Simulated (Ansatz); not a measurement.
| atom | x (Å) | y (Å) | z (Å) |
| --- | --- | --- | --- |
| Hf | -0.0547 | -0.1105 | -0.0608 |
| Cl | 0.0459 | -0.3807 | 2.4095 |
| Cl | 2.0317 | -0.2968 | -1.1289 |
| Cl | -1.4909 | 1.6401 | -0.7020 |
| N | -1.0161 | -1.7322 | -0.7232 |
| H | -2.0381 | -1.8365 | -0.7522 |
| H | -0.5777 | -2.5893 | -1.0820 |
| Br | 1.8140 | 2.9272 | 1.5121 |
| H | 1.3044 | 1.8559 | 2.4438 |

Core potentials replace the inner electrons of Hf; not at a stationary point (largest force 1.3 eV/Å).

These are results of RKS PBE/def2-SVP in Ansatz 0.2.0, not measurements.

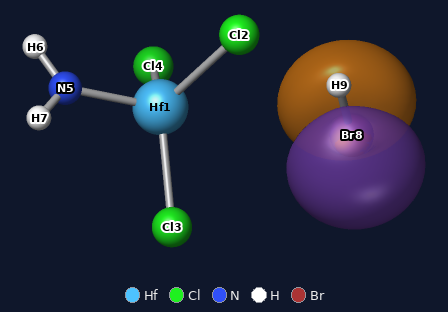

Cl3H2HfN···HBr. The HOMO−1 at ±0.1 Å⁻³ᐟ² (orange and purple are the two phases), seen at a tilt.

**Describe this orbital and give its energy.**

It lies mainly on Br8 (about 95 %); largely a lone pair of Br8. Its energy is −7.20 eV.
